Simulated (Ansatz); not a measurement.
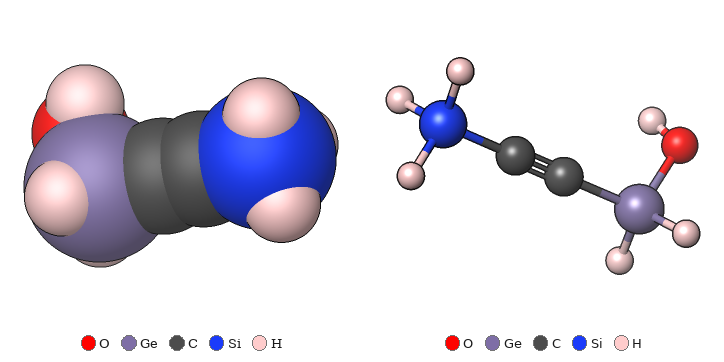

Both panels show the same species.

The computed structure is the end point of a PBE0-D4/def2-TZVP optimisation. No frequency run is at hand to confirm it as a minimum.

Describe the molecule.

The molecule is C₂H₆GeOSi. Its SMILES string is `[OH][GeH2][C]#C[SiH3]`. Among its groups: alkyne, Si–H bond. Coordination: 1 O bent; 1 Ge tetrahedral; 2 C linear; 1 Si tetrahedral.

The parts below concern this one geometry. Atoms keep their numbers from picture to picture.

### Shape

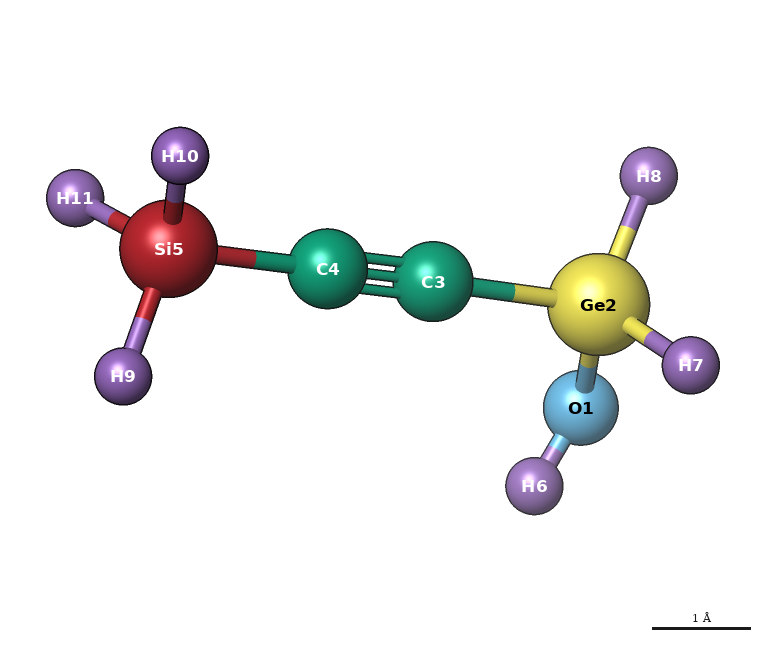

No frequency run is at hand to confirm it as a minimum.

Which atoms are bonded, and how long are the bonds?

| bond | length (Å) |
| --- | --- |
| O1–Ge2 | 1.776 |
| O1–H6 | 0.960 |
| Ge2–C3 | 1.906 |
| Ge2–H7 | 1.537 |
| Ge2–H8 | 1.528 |
| C3–C4 | 1.214 |
| C4–Si5 | 1.825 |
| Si5–H9 | 1.483 |
| Si5–H10 | 1.483 |
| Si5–H11 | 1.483 |

### Dipole moment

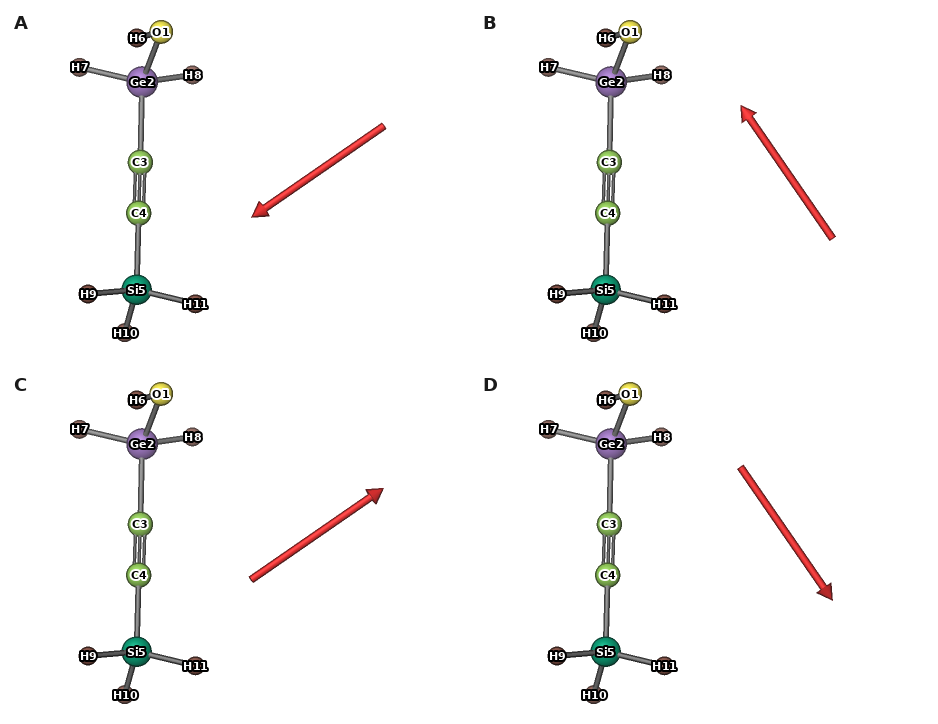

The same molecule four times, each with an arrow. No frequency run is at hand to confirm it as a minimum. Level of theory: RKS PBE-D4/def2-TZVPP (Ansatz 0.2.0).

Which arrow points along the dipole moment, from the negative to the positive end?

Answer. A. The dipole moment is 1.16 D; it points from the side of H8 to the side of H9 (the outermost atoms at the two ends).

### Levels of theory compared

No frequency run is at hand to confirm it as a minimum. Program: Ansatz 0.2.0.

Tabulate HOMO–LUMO gap (eV) at these levels: B3LYP-D4/def2-TZVPP; PBE-D4/def2-TZVPP; PBE0-D4/def2-TZVPP; r2SCAN-D4/def2-TZVPP; ωB97M-V/def2-TZVPP; ωB97X-V/def2-TZVPP.

```json
{"level": "B3LYP-D4/def2-TZVPP", "HOMO–LUMO gap (eV)": "6.84"}
{"level": "PBE-D4/def2-TZVPP", "HOMO–LUMO gap (eV)": "5.16"}
{"level": "PBE0-D4/def2-TZVPP", "HOMO–LUMO gap (eV)": "7.28"}
{"level": "r2SCAN-D4/def2-TZVPP", "HOMO–LUMO gap (eV)": "5.64"}
{"level": "ωB97M-V/def2-TZVPP", "HOMO–LUMO gap (eV)": "11.41"}
{"level": "ωB97X-V/def2-TZVPP", "HOMO–LUMO gap (eV)": "11.72"}
```

### Charges

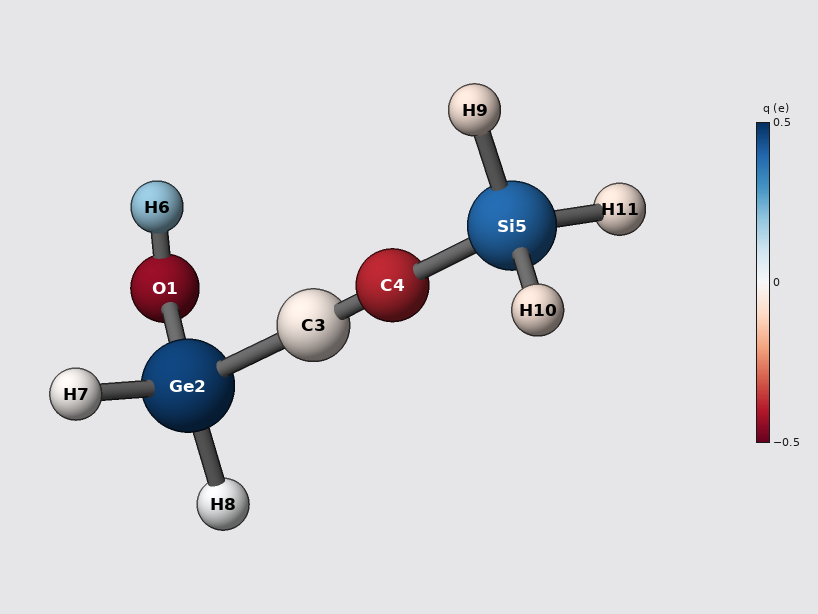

Atoms are coloured by their Mulliken charges. No frequency run is at hand to confirm it as a minimum. Level of theory: RKS r2SCAN-D4/def2-TZVPP (Ansatz 0.2.0).

Which atom carries the highest charge (most positive or least negative)?

Answer. Ge2 (0.46 e).

And the lowest?

Answer. O1 (−0.44 e).

List the Mulliken charges.

| atom | value (e) |
| --- | --- |
| O1 | −0.44 |
| Ge2 | 0.46 |
| C3 | −0.04 |
| C4 | −0.38 |
| Si5 | 0.39 |
| H6 | 0.19 |
| H7 | −0.02 |
| H8 | 0.01 |
| H9 | −0.06 |
| H10 | −0.06 |
| H11 | −0.06 |

Mulliken values depend strongly on the basis set and can even reverse the polarity of a bond.
